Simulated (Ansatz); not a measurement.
# CHClFNSi (SMILES FC1=N[SiH]1Cl): B3LYP/6-31G(d) (Cartesian functions)

Aim: the vertical ionisation energy of CHClFNSi at B3LYP/6-31G* (Cartesian functions), from 2 runs. 

The results are computed with Ansatz 0.2.0.

153 further runs of the same task are left out: 153 set aside as unsound or not needed. Runs told in other sessions of the task aren't counted.

### 1 The molecule

CHClFNSi has 6 atoms, charge 0, and is taken as a singlet. As SMILES, `FC1=N[SiH]1Cl`. Geometry: relaxed at PBE0-D4/def2-TZVP.

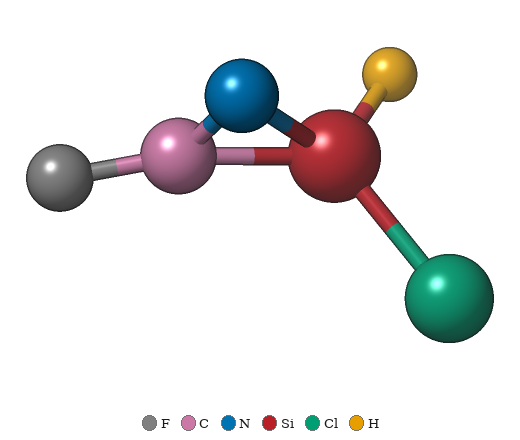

The structure, seen from a chosen angle (fluorine grey, carbon pink, nitrogen blue, silicon red, chlorine teal, hydrogen amber).

### 2 The energy at B3LYP/6-31G(d) (Cartesian functions)

molecule.yaml

```yaml
crystal:
  periodic: [false, false, false]
  atoms:
    - symbol: F
      position_ang: [0.158300, -2.281300, -0.638700]
    - symbol: C
      position_ang: [0.216600, -1.043700, -0.212100]
    - symbol: "N"
      position_ang: [1.240300, -0.391700, 0.161000]
    - symbol: Si
      position_ang: [-0.233900, 0.593200, 0.234800]
    - symbol: Cl
      position_ang: [-0.525700, 2.070200, -1.116500]
    - symbol: H
      position_ang: [-0.813600, 0.989400, 1.525400]
basis:
  gaussian:
    orbitals: "6-31G*"
hamiltonian:
  xc: {name: B3LYP}
accuracy: high
output: {orbitals: {seedname: orbitals}}
```

Command:

```
$ ansatz run molecule.yaml --threads 1 --pin off --max-ram 3480MiB --events-out events.jsonl --progress --plain --runs-dir runs
```

Output:

```text
Warning: RAYON_NUM_THREADS=1 ignored (pool sized by the plan → 1); use --threads N
Functional definition: B3LYP
  name "B3LYP"
  parameter a0 = 0.2
  parameter ax = 0.72
  parameter ac = 0.81
  exchange = (1 - a0 - ax)*slater_x + ax*b88_x + a0*exact_x
  correlation = (1 - ac)*vwn_rpa_c + ac*lyp_c
1781 factors; integrals over basis functions are off by at most 8.3e-9 eV
mean field evaluation 1: about -25653.9328 eV, gradient 5.2e1 eV
mean field evaluation 2: about -25632.3380 eV, gradient 1.0e2 eV
mean field evaluation 4: about -25659.4826 eV, gradient 6.4e0 eV
mean field evaluation 8: about -25659.6367 eV, gradient 5.5e-1 eV
mean field evaluation 16: about -25659.6375 eV, gradient 4.4e-5 eV
mean field -25659.63751370 eV, -942.9742859015 hartree, gradient 4.0e-8 eV, S^2 0.000000; 0 other end points of the search recorded, 0 dependent functions left out
reference -25659.63754886 eV, -942.9742871934 hartree; 27, 27 occupied and 58, 58 virtual orbitals, 1781 factors
Total energy: -25659.63754886 eV, -942.9742871934 hartree
```

Wall time 7.8 s (1 thread of Arm Neoverse V1, shared host); peak memory 0.28 GiB.

### 3 The doublet cation

job.yaml

```yaml
crystal:
  periodic: [false, false, false]
  atoms:
    - symbol: F
      position_ang: [0.158300, -2.281300, -0.638700]
    - symbol: C
      position_ang: [0.216600, -1.043700, -0.212100]
    - symbol: "N"
      position_ang: [1.240300, -0.391700, 0.161000]
    - symbol: Si
      position_ang: [-0.233900, 0.593200, 0.234800]
    - symbol: Cl
      position_ang: [-0.525700, 2.070200, -1.116500]
    - symbol: H
      position_ang: [-0.813600, 0.989400, 1.525400]
basis:
  gaussian:
    orbitals: "6-31G*"
hamiltonian:
  xc: {name: B3LYP}
total_charge: 1
accuracy: high
magnetization:
  spin_polarized: true
  initial_magnetization: 1
output: {orbitals: {seedname: orbitals}}
```

Command:

```
$ ansatz run job.yaml --threads 1 --pin off --max-ram 3480MiB --events-out events.jsonl --progress --plain --runs-dir runs
```

Output, shortened:

```text
Warning: RAYON_NUM_THREADS=1 ignored (pool sized by the plan → 1); use --threads N
[... 7 set-up lines as earlier in the session ...]
1781 factors; integrals over basis functions are off by at most 8.3e-9 eV
mean field evaluation 1: about -25636.0735 eV, gradient 5.1e1 eV
mean field evaluation 2: about -25551.8652 eV, gradient 1.2e2 eV
mean field evaluation 4: about -25647.4552 eV, gradient 2.3e1 eV
mean field evaluation 8: about -25649.7142 eV, gradient 3.1e-1 eV
mean field evaluation 16: about -25649.7965 eV, gradient 4.9e-3 eV
mean field evaluation 32: about -25649.7965 eV, gradient 1.1e-7 eV
mean field -25649.79653962 eV, -942.6126367743 hartree, gradient 3.9e-8 eV, S^2 0.754808; 0 other end points of the search recorded, 0 dependent functions left out
reference -25649.79657358 eV, -942.6126380227 hartree; 27, 26 occupied and 58, 59 virtual orbitals, 1781 factors
Total energy: -25649.79657358 eV, -942.6126380227 hartree
```

Wall time 16 s (1 thread of Arm Neoverse V1, shared host); peak memory 0.41 GiB.

### 4 Outcome

Level: B3LYP/6-31G* (Cartesian functions).

| quantity | value |
| --- | --- |
| singlet CHClFNSi: total energy | -942.97429 Eh |
| singlet CHClFNSi: HOMO energy | -7.32 eV |
| singlet CHClFNSi: LUMO energy | -0.80 eV |
| singlet CHClFNSi: HOMO–LUMO gap | 6.52 eV |
| doublet cation: total energy | -942.61264 Eh |
| doublet cation: HOMO energy (highest over α and β) | -15.06 eV |
| doublet cation: LUMO energy (lowest over α and β) | -12.35 eV |
| doublet cation: ⟨S²⟩ | 0.755 |
| vertical ionisation energy (to the doublet cation) | 9.841 eV |

The vertical ionisation energy comes to 9.84 eV (227 kcal/mol). The negative HOMO energy of the first species, 7.32 eV, lies 2.52 eV below that difference.
